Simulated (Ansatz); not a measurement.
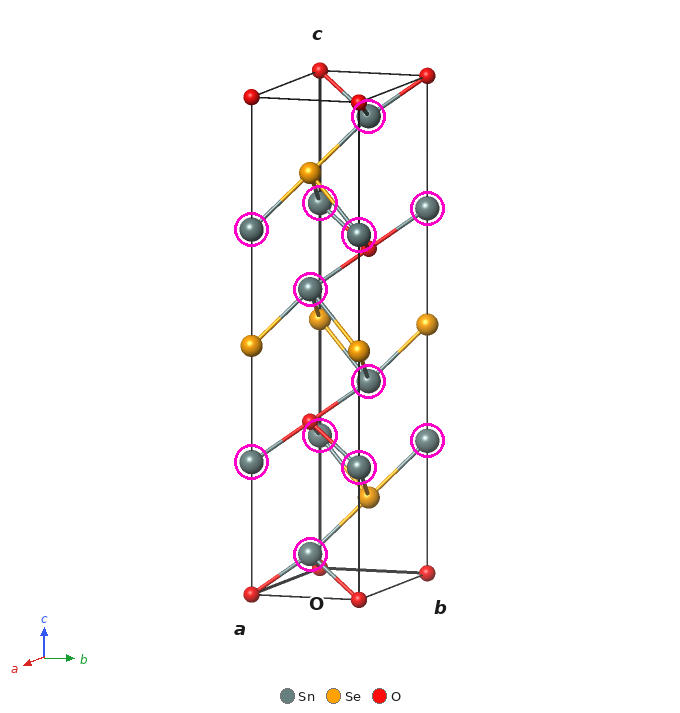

Crystal: Sn2SeO, coordinates from a relaxation with DFT PBE+D3(BJ), scalar-relativistic, plane waves, PAW (Ansatz); the starting structure was generated, so it need not be a known form of this composition. One unit cell; the ringed atoms, with their copies on corners, edges and faces, form one crystallographic orbit. All values are computed from the atomic coordinates in the standard setting (tolerance 0.002 Å).

a = 3.913 Å, b = 3.913 Å, c = 18.860 Å, α = 90.00°, β = 90.00°, γ = 120.00°; space group R-3m (No. 166, hexagonal axes).

Which Wyckoff position do the ringed atoms fill?

Answer. Sn on 6c, site symmetry 3m: 36 operations a cell over 6 that keep the site give 6 atoms, with 1 free parameter.

One of them lies at (1/3, 2/3, 0.933). List the coordinates of all.

Answer. (1/3, 2/3, 0.933); (0, 0, 0.734); (0, 0, 0.266); (2/3, 1/3, 0.067); (2/3, 1/3, 0.600); (1/3, 2/3, 0.400).
